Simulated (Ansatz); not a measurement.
## A hypothetical structure for Cr2Tc

This structure for Cr2Tc is made up. Its elements were placed in a known structure type with a cell scaled to their sizes. What cell does the guess relax to, and how far off was it?

Method: DFT, PBE, plane-wave PAW, files of the set soft_1, scalar-relativistic, ferromagnetic start, cell and ions relaxed at zero pressure; PAW set ansatz+soft_1, in the first sound run; inputs show where later runs differ, in Ansatz 0.2.0.

## (1) The structure

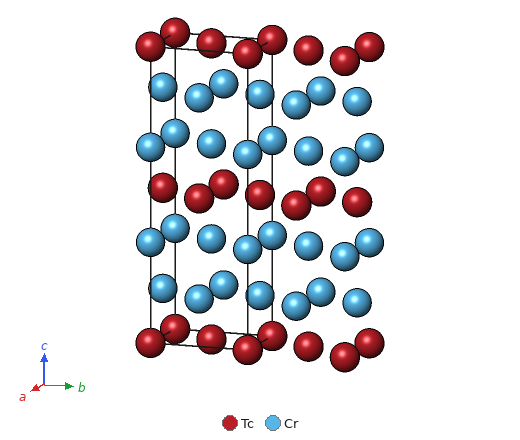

The cell as given, slightly off an axis (technetium red, chromium blue). 1×2×1 cells are drawn. This picture shows the conventional cell, with its axes. Some periodic images of atoms are drawn too.

Coordinates:

```cif
data_structure
_symmetry_space_group_name_H-M 'P 1'
_symmetry_Int_Tables_number 1
_cell_length_a 6.5156
_cell_length_b 6.3406
_cell_length_c 2.5698
_cell_angle_alpha 82.322
_cell_angle_beta 74.670
_cell_angle_gamma 23.009
_cell_volume 38.29
loop_
_atom_site_label
_atom_site_type_symbol
_atom_site_fract_x
_atom_site_fract_y
_atom_site_fract_z
_atom_site_occupancy
Tc1 Tc 0.00000 0.00000 0.00000 1
Cr2 Cr 0.66040 0.66040 0.33960 1
Cr3 Cr 0.33960 0.33960 0.66040 1
```

## (2) Relaxing cell and atoms

The guess takes its coordinates from another compound and its volume from a rule, so the cell and any free coordinates are relaxed together.

Contents of input.yaml:

```yaml
crystal:
  lattice:
    - [0.0, 2.104, 6.1665]
    - [1.4755, 0.0, 6.1665]
    - [1.4755, 2.104, 0.0]
  atoms:
    - { symbol: Tc, position: [0.0, 0.0, 0.0] }
    - { symbol: Cr, position: [0.6604, 0.6604, 0.3396], spin: 3.0 }
    - { symbol: Cr, position: [0.3396, 0.3396, 0.6604], spin: 3.0 }
magnetization:
  spin_polarized: true
kpoints:
  mp_grid: { grid: [11, 11, 11] }
scf:
  occupations: { method: fermi_dirac, width: 0.05 }
hamiltonian:
  xc: pbe
  pseudopotentials: { kind: paw, azcp: { Cr: "soft_1/Cr.paw.azcp" } }
relax:
  f_tol: 0.015
  max_steps: 70
  cell: {}
output:
  forces: true
  stress: true
```

Launch:

```bash
> ansatz run input.yaml --threads 4 --pin off --max-ram 8192MiB --backend cpu --events-out ev --progress --plain --runs-dir out
```

Numbers of over 12 decimals in the logs are rounded to 6 here.

The log of the run:

```text
basis.fft_grid_basis auto: the FFT boxes are laid along the combinations [[1, -1, 0], [0, 1, 0], [0, 0, 1]] of the cell's own vectors, 2.570, 6.341 and 2.570 Å long. The dense box has 20×48×20 points. Along the cell's own vectors, as sized, it would have 48×48×20, 2.40 times as many. basis.fft_grid_basis: typed keeps the cell's own vectors: state it where this run's energies or levels are differenced outside the engine with another run's, or held beside a run that keeps those vectors.
Engine: ansatz 0.2.0, aarch64-unknown-linux-gnu
Pseudopotentials: kind: paw
Pseudopotential: Tc, paw, valence charge 15, recommended cutoff 500 eV (normal), Tc.paw.azcp
Pseudopotential: Cr, paw, valence charge 14, recommended cutoff 420 eV (normal), soft_1/Cr.paw.azcp
Functional definition: PBE
  parameter kappa = 0.804
  parameter beta = 0.066725
  exchange = pbe_x(kappa = kappa, mu = beta*pi^2/3)
  correlation = pbe_c(beta = beta)
Crystal: 3 atoms, lattice volume = 38.287 Å³
Basis set: ecut = 500 eV, 969 PW (Γ), FFT grids on a1−a2, a2, a3, exchange–correlation on 40×96×40 points (8 copies of the dense FFT grid, shifted against one another)
Bands: 30, of which v1, the nominal top of the filled ones, is band 22 counted from 1 (21 counted from 0)
Symmetry: 8 space group operations
Space group: Fmmm (ITA 69), of the structure as read, at distance tolerance 3.4e-5 Å
Magnetic group: BNS 69.521 (UNI 619), of the structure as read, at distance tolerance 3.4e-5 Å
k-points: 216 of 1331
Non-local potential: Tc, projectors of the file, l = 0: 3, l = 1: 3, l = 2: 2, l = 3: 2
Non-local potential: Cr, projectors of the file, l = 0: 3, l = 1: 2, l = 2: 3, l = 3: 1
PAW form: soft (Blöchl's): semilocal exchange-correlation on the pseudo side does not see the compensation charge
PAW one-centre angular grid: Tc, 590 points (default); XC on 64 Gauss nodes
PAW one-centre angular grid: Cr, 590 points (default); XC on 64 Gauss nodes
Initial density: superposition of atomic densities (chi_scale 0.1, normalization cell)
Starting moments: Σ|m| = 6 μB on 2 of 3 sites
Initial wavefunctions: pseudopotential atomic-orbital guess
Functional: x = pbe(κ = 0.804, μ = 0.219515), c = pbe(β = 0.066725)
SCF iter   1: F=—  HF=-12154.390064 eV  |F-HF|=—  |Δ(HF+E_count)|=         —  Δρ=1.72e-1 (↑1.72e-1 ↓6.70e-2)  dr2=3.60e1  dr2_m=1.49e0  M=3.820 μB ∫|m|=4.118 μB  β_m=0.30  ethr=3.10e-3  ⟨swp⟩=5.0  Hψ=45235  notcnv=0
Mixer restart at iter 1: flushing history
preconditioner: auto → Kerker (q_TF=auto, 2.782 Å⁻¹)  [metal: Δε(μ)=0.002 eV  Ē_g=6.207 eV  σ=0.050 eV  W_gap=0.01  n_scr=12 (ndim 8)  ℏωp=26.2 eV  f_vac=0.000  D(μ)=4.49/eV (n_scr^D=60)]
spin=Collinear: Kerker preconditioning applied to the charge; magnetization (m = ρ↑ − ρ↓) channel mixes plain (no charge-response kernel on spin).
SCF iter   2: F=—  HF=-12152.424861 eV  |F-HF|=—  |Δ(HF+E_count)|=    1.97e0  Δρ=8.61e-2 (↑8.61e-2 ↓3.43e-2)  dr2=6.53e0  dr2_m=6.44e-1  M=3.433 μB ∫|m|=4.030 μB  β_m=0.41  ethr=3.10e-3  ⟨swp⟩=2.7  Hψ=29326  notcnv=0  defer=382
SCF iter   3: F=—  HF=-12151.842634 eV  |F-HF|=—  |Δ(HF+E_count)|=   5.82e-1  Δρ=4.05e-2 (↑4.05e-2 ↓3.02e-2)  dr2=5.69e-1  dr2_m=3.11e-1  M=2.830 μB ∫|m|=3.593 μB  β_m=0.70  ethr=3.10e-3  ⟨swp⟩=2.3  Hψ=23523  notcnv=0  defer=366
SCF iter   4: F=—  HF=-12152.474556 eV  |F-HF|=—  |Δ(HF+E_count)|=   6.32e-1  Δρ=2.63e-2 (↑2.00e-2 ↓2.63e-2)  dr2=1.45e-1  dr2_m=1.78e-1  M=1.733 μB ∫|m|=2.494 μB  β_m=0.85  ethr=1.32e-3  ⟨swp⟩=2.0  Hψ=23307  notcnv=0  defer=372
SCF iter   5: F=—  HF=-12153.222626 eV  |F-HF|=—  |Δ(HF+E_count)|=         —  Δρ=6.33e-2 (↑6.25e-2 ↓6.33e-2)  dr2=9.80e-3  dr2_m=1.38e0  M=0.229 μB ∫|m|=0.622 μB  β_m=1.00  ethr=3.38e-4  ⟨swp⟩=2.4  Hψ=21230  notcnv=0  defer=363
Mixer restart at iter 5: flushing history
SCF iter   6: F=—  HF=-12152.954070 eV  |F-HF|=—  |Δ(HF+E_count)|=   2.69e-1  Δρ=1.27e-2 (↑1.27e-2 ↓7.87e-3)  dr2=1.15e-2  dr2_m=3.66e-2  M=0.109 μB ∫|m|=0.279 μB  β_m=0.85  ethr=1.16e-4  ⟨swp⟩=2.2  Hψ=22281  notcnv=0  defer=422
SCF iter   7: F=—  HF=-12152.957516 eV  |F-HF|=—  |Δ(HF+E_count)|=   3.45e-3  Δρ=7.62e-3 (↑3.49e-3 ↓7.62e-3)  dr2=9.17e-3  dr2_m=1.05e-2  M=0.056 μB ∫|m|=0.145 μB  β_m=0.93  ethr=2.67e-5  ⟨swp⟩=2.7  Hψ=26695  notcnv=0  defer=226
SCF iter   8: F=—  HF=-12152.958150 eV  |F-HF|=—  |Δ(HF+E_count)|=   6.34e-4  Δρ=5.25e-3 (↑5.25e-3 ↓9.42e-4)  dr2=1.31e-2  dr2_m=2.74e-3  M=0.027 μB ∫|m|=0.072 μB  β_m=0.96  ethr=2.13e-5  ⟨swp⟩=2.0  Hψ=24913  notcnv=0  defer=225
SCF iter   9: F=—  HF=-12152.957307 eV  |F-HF|=—  |Δ(HF+E_count)|=   8.43e-4  Δρ=2.26e-4 (↑1.92e-4 ↓2.26e-4)  dr2=1.35e-4  dr2_m=2.88e-6  M=-0.000 μB ∫|m|=0.002 μB  β_m=0.92  ethr=2.13e-5  ⟨swp⟩=2.2  Hψ=20476  notcnv=0  defer=225
SCF iter  10: F=—  HF=-12152.957295 eV  |F-HF|=—  |Δ(HF+E_count)|=   1.23e-5  Δρ=1.34e-4 (↑1.34e-4 ↓9.63e-5)  dr2=2.21e-5  dr2_m=6.61e-7  M=-0.000 μB ∫|m|=0.001 μB  β_m=0.89  ethr=3.14e-7  ⟨swp⟩=2.2  Hψ=17945  notcnv=0  defer=225
SCF iter  11: F=—  HF=-12152.957291 eV  |F-HF|=—  |Δ(HF+E_count)|=   4.20e-6  Δρ=5.55e-5 (↑5.55e-5 ↓2.16e-5)  dr2=2.74e-6  dr2_m=1.49e-7  M=0.000 μB ∫|m|=0.001 μB  β_m=0.94  ethr=5.15e-8  ⟨swp⟩=2.4  Hψ=19326  notcnv=0  defer=225
SCF iter  12: F=—  HF=-12152.957291 eV  |F-HF|=—  |Δ(HF+E_count)|=   2.99e-7  Δρ=1.73e-5 (↑1.73e-5 ↓8.31e-6)  dr2=3.52e-7  dr2_m=1.30e-8  M=0.000 μB ∫|m|=0.000 μB  β_m=0.97  ethr=6.36e-9  ⟨swp⟩=1.5  Hψ=13677  notcnv=0  defer=225
SCF iter  13: F=—  HF=-12152.957291 eV  |F-HF|=—  |Δ(HF+E_count)|=   1.13e-8  Δρ=3.97e-6 (↑1.58e-6 ↓3.97e-6)  dr2=5.09e-9  dr2_m=2.57e-9  M=0.000 μB ∫|m|=0.000 μB  β_m=0.99  ethr=8.18e-10  ⟨swp⟩=2.0  Hψ=14748  notcnv=0  defer=225
SCF iter  14: F=—  HF=-12152.957291 eV  |F-HF|=—  |Δ(HF+E_count)|=  6.38e-10  Δρ=5.85e-7 (↑2.07e-7 ↓5.85e-7)  dr2=2.37e-10  dr2_m=3.51e-11  M=0.000 μB ∫|m|=0.000 μB  β_m=0.99  ethr=1.18e-11  ⟨swp⟩=1.9  Hψ=15661  notcnv=0  defer=225
SCF iter  15: F=-12152.957291 eV  HF=-12152.957291 eV  |F-HF|=1.82e-11  |Δ(HF+E_count)|=  1.27e-11  Δρ=9.46e-8 (↑9.46e-8 ↓7.73e-8)  dr2=1.63e-11  dr2_m=3.50e-13  M=0.000 μB ∫|m|=0.000 μB  ethr=1.00e-12  ⟨swp⟩=1.0  Hψ=28483  notcnv=0
WARN: the starting moments were not kept: the SCF closed with an absolute magnetisation of 1.1e-6 μB, where they sum to 6 μB in size (2 sites). That is at most 0.1 of that sum. Measured as dr2_m measures the in/out step, that magnetisation stands 5.3e-13 eV from none, at or under the dr2_threshold of 1.0e-7 eV: it is no larger than a step whose dr2_m would equal this threshold. The system may hold no moment; this SCF [...]
SCF 1 converged in 15 iterations: F = -12152.957291 eV  dr2 = 1.63e-11
[...]
the starting moments were not kept: the SCF closed with an absolute magnetisation of 1.1e-5 μB, where they sum to 6 μB in size (2 sites). That is at most 0.1 of that sum. Measured as dr2_m measures the in/out step, that magnetisation stands 2.8e-11 eV from none, at or under the dr2_threshold of 3.0e-7 eV: it is no larger than a step whose dr2_m would equal this threshold.
SCF 3 converged in 9 iterations: F = -12153.260080 eV  dr2 = 3.40e-8
relax step   3: F+E_penalty+E_count = -12153.26007989 eV  Δ(F+E_penalty+E_count) = -1.753e-2 eV  max|allowed force component| = 1.276e-1 eV/Å  Δτ_max = 0.0455 Å  P = +3.302 GPa  Ω = 37.625 Å³  energy of the carried Pulay correction = +2.757e-4 eV  (9 SCF iters, dr2 threshold 3.00e-7 eV, accepted)
[...]
relax step   4: F+E_penalty+E_count = -12153.26450180 eV  Δ(F+E_penalty+E_count) = -4.422e-3 eV  max|allowed force component| = 2.344e-2 eV/Å  Δτ_max = 0.0061 Å  P = -1.638 GPa  Ω = 38.316 Å³  energy of the carried Pulay correction = -1.196e-5 eV  (9 SCF iters, dr2 threshold 3.00e-7 eV, accepted)
[...]
relax step   5: F+E_penalty+E_count = -12153.26592820 eV  Δ(F+E_penalty+E_count) = -1.426e-3 eV  max|allowed force component| = 4.629e-3 eV/Å  Δτ_max = 0.0019 Å  P = -0.011 GPa  Ω = 38.081 Å³  energy of the carried Pulay correction = +8.529e-5 eV  (11 SCF iters, dr2 threshold 3.00e-7 eV, accepted)
[...]
relax step   6: F+E_penalty+E_count = -12153.26593131 eV  Δ(F+E_penalty+E_count) = -3.111e-6 eV  max|allowed force component| = 2.142e-4 eV/Å  Δτ_max = 0.0003 Å  P = -0.008 GPa  Ω = 38.080 Å³  energy of the carried Pulay correction = +8.559e-5 eV  (8 SCF iters, dr2 threshold 7.38e-9 eV, accepted)
Initial wavefunctions: pseudopotential atomic-orbital guess (no wavefunctions were taken with the density)
iter 1 solved again at ethr=2.25e-9 eV; its pass at ethr=3.10e-3 eV (dr2=9.66e-7 eV) is discarded
SCF iter   1: F=—  HF=-12153.265828 eV  |F-HF|=—  |Δ(HF+E_count)|=         —  Δρ=1.78e-5 (↑1.78e-5 ↓1.78e-5)  dr2=3.52e-7  dr2_m=1.88e-12  M=0.000 μB ∫|m|=0.000 μB  β_m=0.65  ethr=2.25e-9  ⟨swp⟩=4.0  Hψ=87640  notcnv=0
SCF iter   2: F=—  HF=-12153.265829 eV  |F-HF|=—  |Δ(HF+E_count)|=   5.74e-7  Δρ=2.91e-5 (↑2.91e-5 ↓2.91e-5)  dr2=4.92e-6  dr2_m=5.18e-13  M=0.000 μB ∫|m|=0.000 μB  β_m=0.23  ethr=8.19e-10  ⟨swp⟩=2.8  Hψ=23550  notcnv=0  recentre
SCF iter   3: F=—  HF=-12153.265828 eV  |F-HF|=—  |Δ(HF+E_count)|=   3.87e-7  Δρ=1.01e-5 (↑1.01e-5 ↓1.01e-5)  dr2=3.32e-8  dr2_m=1.00e-12  M=0.000 μB ∫|m|=0.000 μB  β_m=0.34  ethr=8.19e-10  ⟨swp⟩=2.0  Hψ=17292  notcnv=0
SCF iter   4: F=—  HF=-12153.265829 eV  |F-HF|=—  |Δ(HF+E_count)|=   2.13e-7  Δρ=4.78e-6 (↑4.78e-6 ↓4.78e-6)  dr2=8.85e-8  dr2_m=1.85e-13  M=0.000 μB ∫|m|=0.000 μB  β_m=0.34  ethr=7.71e-11  ⟨swp⟩=2.1  Hψ=15377  notcnv=0
SCF iter   5: F=—  HF=-12153.265829 eV  |F-HF|=—  |Δ(HF+E_count)|=   4.73e-8  Δρ=3.40e-6 (↑3.40e-6 ↓3.40e-6)  dr2=2.59e-8  dr2_m=1.07e-13  M=0.000 μB ∫|m|=0.000 μB  β_m=0.34  ethr=7.71e-11  ⟨swp⟩=2.0  Hψ=20579  notcnv=0
SCF iter   6: F=—  HF=-12153.265829 eV  |F-HF|=—  |Δ(HF+E_count)|=   1.96e-9  Δρ=9.69e-7 (↑9.69e-7 ↓9.69e-7)  dr2=6.35e-10  dr2_m=4.87e-14  M=0.000 μB ∫|m|=0.000 μB  β_m=0.53  ethr=6.02e-11  ⟨swp⟩=1.2  Hψ=13063  notcnv=0
SCF iter   7: F=—  HF=-12153.265829 eV  |F-HF|=—  |Δ(HF+E_count)|=   1.08e-8  Δρ=5.54e-7 (↑5.53e-7 ↓5.54e-7)  dr2=9.19e-10  dr2_m=8.33e-15  M=0.000 μB ∫|m|=0.000 μB  β_m=0.53  ethr=1.48e-12  ⟨swp⟩=2.0  Hψ=21150  notcnv=0
SCF iter   8: F=—  HF=-12153.265829 eV  |F-HF|=—  |Δ(HF+E_count)|=   3.13e-9  Δρ=3.02e-7 (↑3.02e-7 ↓3.02e-7)  dr2=3.44e-10  dr2_m=9.12e-16  M=0.000 μB ∫|m|=0.000 μB  β_m=0.68  ethr=1.48e-12  ⟨swp⟩=2.0  Hψ=17494  notcnv=0
SCF iter   9: F=—  HF=-12153.265829 eV  |F-HF|=—  |Δ(HF+E_count)|=  6.86e-10  Δρ=1.04e-7 (↑1.04e-7 ↓1.04e-7)  dr2=4.79e-11  dr2_m=1.59e-17  M=0.000 μB ∫|m|=0.000 μB  β_m=0.62  ethr=1.00e-12  ⟨swp⟩=2.0  Hψ=16954  notcnv=0
SCF iter  10: F=—  HF=-12153.265829 eV  |F-HF|=—  |Δ(HF+E_count)|=  4.55e-11  Δρ=3.54e-8 (↑3.53e-8 ↓3.54e-8)  dr2=3.05e-12  dr2_m=5.15e-18  M=-0.000 μB ∫|m|=0.000 μB  β_m=0.54  ethr=1.00e-12  ⟨swp⟩=1.0  Hψ=12962  notcnv=0
SCF iter  11: F=-12153.265829 eV  HF=-12153.265829 eV  |F-HF|=5.46e-12  |Δ(HF+E_count)|=  5.46e-12  Δρ=3.49e-8 (↑3.49e-8 ↓3.48e-8)  dr2=4.09e-12  dr2_m=9.76e-18  M=-0.000 μB ∫|m|=0.000 μB  ethr=1.00e-12  ⟨swp⟩=3.7  Hψ=41894  notcnv=0
the starting moments were not kept: the SCF closed with an absolute magnetisation of 4.5e-9 μB, where they sum to 6 μB in size (2 sites). That is at most 0.1 of that sum. Measured as dr2_m measures the in/out step, that magnetisation stands 5.4e-18 eV from none, at or under the dr2_threshold of 3.0e-11 eV: it is no larger than a step whose dr2_m would equal this threshold.
SCF 7 converged in 11 iterations: F = -12153.265829 eV  dr2 = 4.09e-12
relax step   7: F+E_penalty+E_count = -12153.26582872 eV  Δ(F+E_penalty+E_count) = +1.026e-4 eV  max|allowed force component| = 1.447e-4 eV/Å  Δτ_max = 0.0000 Å  P = -0.002 GPa  Ω = 38.080 Å³  stress off target by 2.43e-2 GPa  SCF on the basis re-selected at this cell (its energy is not comparable with the rows above)  (11 SCF iters)
basis re-selected at this cell: Δ(F+E_penalty+E_count) = +1.026e-4 eV, ΔP = +0.006 GPa vs the last step (what re-selecting the basis moved, of the pressure what is left beyond the Pulay correction that the steps carried, after the strain that the cell walked since its last selection, with what the two solves' SCF thresholds leave and, on support functions, any second-order correction that the steps lacked; it is no m [...]
SCF converged after 11 iterations
Magnetization: -0.0000 μB (21.5000 up, 21.5000 down)
Absolute magnetization: 0.0000 μB (∫|ρ↑−ρ↓|, with the PAW one-centre terms)
Spin contamination: 0.0000 ħ² per cell (⟨S²⟩ above its minimum at these occupations)
Per-site moments (μB) at R_I (Å): [(-8.168515059594797e-11, 1.061518), (-5.581559853064249e-11, 0.990225), (-5.5815683408345254e-11, 0.990225)]
Free energy (F): -12153.265829 eV
Harris-Foulkes:  -12153.265829 eV  (|F-HF|=5.46e-12)
Internal energy: -12153.240911 eV  (E = F + TS)
E sigma→0 (E₀):  -12153.253370 eV
Entropy (-TS):   -0.024918 eV (-8.306 meV/atom)
Fermi energy:    20.478763 eV
--- Per-component energies (eV) ---
  E_band       = -350.125588
  E_kinetic    = 1228.937444
  E_local      = -3449.919616  (includes V_loc(G=0)·N_el)
  E_nonlocal   = 370.557596
  E_hartree    = 1375.563072
  E_xc         = -472.155407
  E_vxc        = -591.157874  (∫ρ·V_xc dr)
  E_paw        = -5715.241528  (= ΣΔE_a)
  E_vpaw       = -659.669983  (= ΣTr[D̂ρ^β])
  E_aug_tail   = 0.000644  (compensation charges beyond the density's cutoff)
  E_ewald      = -5490.983114
  E_smearing   = -0.024918  (= −TS)
  E_closure    = 0.000000  (closes the sum)
  Σ components = -12153.265829   (vs F -12153.265829, Δ=0.00e0)
--- Forces (eV/Å), atoms counted from 1 ---
  atom   1  Tc     0.00000000     0.00000000     0.00000000
  atom   2  Cr     0.00000000     0.00000000     0.00014469
  atom   3  Cr     0.00000000     0.00000000    -0.00014469
  max |Σ_I F_I| component: 0.00e0 eV/Å
--- Stress (GPa, compression-positive) ---
       -0.024298       0.000000       0.000000
        0.000000       0.002859       0.000000
        0.000000       0.000000       0.016594
  P = ⅓ Tr σ = -0.0016 GPa (-0.016 kbar)
--- Relaxed structure (6 steps of the walk, 6 accepted, 1 SCFs on fresh bases) ---
  F+E_penalty+E_count = -12153.26582872 eV   max|allowed force component| = 1.447e-4 eV/Å   (the final SCF, on the basis selected at the relaxed cell)
  cell:  # Å, volume = 38.0803 Å³
    - [0.0, 2.109702, 6.124580]
    - [1.473578, 0.0, 6.124580]
    - [1.473578, 2.109702, 0.0]
  atoms:
    - { symbol: Tc, position: [-7.369843681723943e-19, -7.369843681723943e-19, 7.369843681723943e-19] }
    - { symbol: Cr, position: [0.672646, 0.672646, 0.327354] }
    - { symbol: Cr, position: [0.327354, 0.327354, 0.672646] }
```

Run time: 78 s. Hardware: 4 threads of Arm Neoverse V1, shared host; peak memory 0.76 GiB; 4.9 min of CPU time.

The steps of the relaxation:

```
step  energy less that of the first step (eV)  largest force component (eV/Å)  pressure (GPa)  volume (Å³)
   1                                   0.0000                          1.9873            3.89        38.29
   2                                  -0.2853                          0.5603            0.38        38.08
   3                                  -0.3028                          0.1276            3.30        37.62
   4                                  -0.3072                          0.0234           -1.64        38.32
   5                                  -0.3086                          0.0046           -0.01        38.08
   6                                  -0.3086                          0.0002           -0.01        38.08
  7*                                  -0.3085                          0.0001            0.00        38.08
```

Relaxation steps marked * repeat the geometry before them on a plane-wave basis chosen anew for their cell, so energy and pressure can jump there.

The run keeps the 8 symmetry operations that it works with, so distortions that break them were not tested.

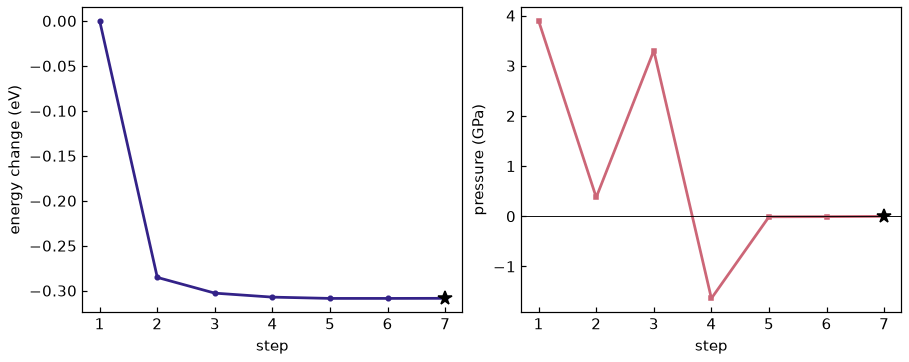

Energy and pressure along the relaxation. Stars mark steps on a basis chosen anew.

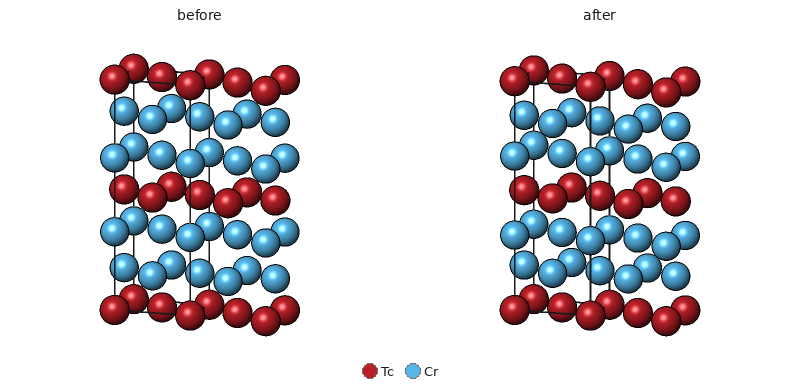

Before and after, at one scale.

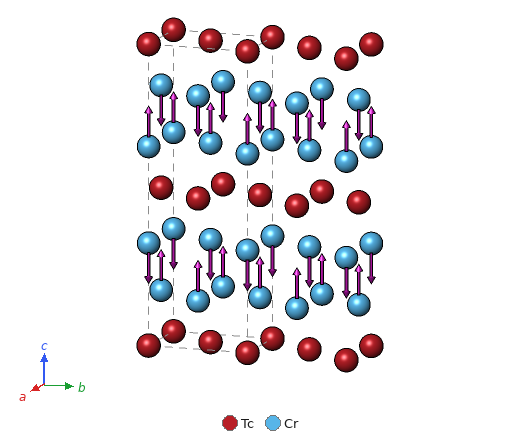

Displacements in the relaxation, exaggerated, measured against the changing cell; the longest in the cell stands for 0.15 Å. 1×2×1 conventional cells are drawn. Some periodic images of atoms are drawn too.

| conventional cell, symmetrised | before | after | change |
| --- | --- | --- | --- |
| a (Å) | 2.951 | 2.947 | -0.1 % |
| b (Å) | 4.208 | 4.219 | +0.3 % |
| c (Å) | 12.333 | 12.249 | -0.7 % |
| volume (Å³/atom) | 12.76 | 12.69 | -0.5 % |

The atoms that moved most (Å, as changes of fractional coordinates times the final cell):

| atom | dx | dy | dz | length |
| --- | --- | --- | --- | --- |
| Cr3 | 0.000 | 0.000 | -0.150 | 0.150 |
| Cr2 | 0.000 | 0.000 | 0.150 | 0.150 |

The relaxed structure:

```cif
data_structure
_symmetry_space_group_name_H-M 'P 1'
_symmetry_Int_Tables_number 1
_cell_length_a 6.4778
_cell_length_b 6.2994
_cell_length_c 2.5734
_cell_angle_alpha 82.302
_cell_angle_beta 74.514
_cell_angle_gamma 23.184
_cell_volume 38.08
loop_
_atom_site_label
_atom_site_type_symbol
_atom_site_fract_x
_atom_site_fract_y
_atom_site_fract_z
_atom_site_occupancy
Tc1 Tc 0.00000 0.00000 0.00000 1
Cr2 Cr 0.67265 0.67265 0.32735 1
Cr3 Cr 0.32735 0.32735 0.67265 1
```

This step gave:

```yaml
free_energy: -12153.2658 eV
energy_at_zero_smearing: -12153.2534 eV
smearing_term_ts: 0.02492 eV
fermi_energy: 20.48 eV
electrons: 43
symmetry_operations: 8
pressure: -0.001615 GPa
```

The shortest distance of each pair, which need not be the same contact before and after:

| pair | guess (Å) | relaxed (Å) |
| --- | --- | --- |
| Cr–Cr | 2.570 | 2.401 |
| Tc–Tc | 2.570 | 2.573 |
| Cr–Tc | 2.468 | 2.578 |

The relaxation ends with a largest force component of 1.5e-4 eV/Å and a pressure of 0.00 GPa. No moment survives the cycle: this start ends non-magnetic.

(Part 1 of 2 ends here.)

[Logs are printed without paths, hosts, clocks, repeated set-up lines and the standing remarks that a program may print on its own settings, such as how far it seeks lower states.]

[Hosts, paths, dates, database ids (printed as entryN), source tags and the programs' standing remarks are cut or masked in the printed files.]
